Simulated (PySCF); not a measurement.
SMILES C(C)/C=C\S, GFN2-xTB optimised geometry. Atoms within 1.6 Å of the plane z = 1.0 Å (x, y, z in Å): C1 (2.04, -0.97, 1.43), C2 (1.49, -0.89, 0.00), C3 (0.00, -0.89, 0.00), C4 (-0.81, 0.17, 0.00), S5 (-0.37, 1.87, -0.02), H6 (1.71, -0.11, 2.01), H7 (1.69, -1.87, 1.92), H8 (3.13, -0.98, 1.42), H9 (1.85, -1.76, -0.57), H10 (1.88, 0.01, -0.49), H11 (-0.47, -1.87, 0.04), H12 (-1.88, 0.06, 0.01), H13 (0.95, 1.70, 0.02).

Calculation: PySCF with PBE/def2-TZVP.

Map of the LUMO amplitude (bohr^(-3/2)) on the plane z = 1.0 Å; orbital energy -0.76 eV, overall sign arbitrary:

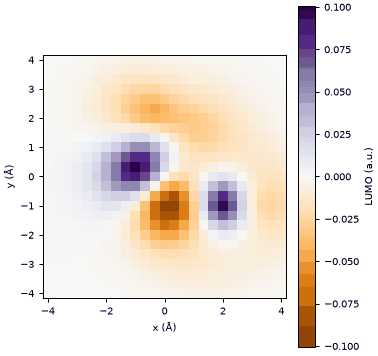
LUMO amplitude (bohr^(-3/2)) on the plane z = 1.0 Å.
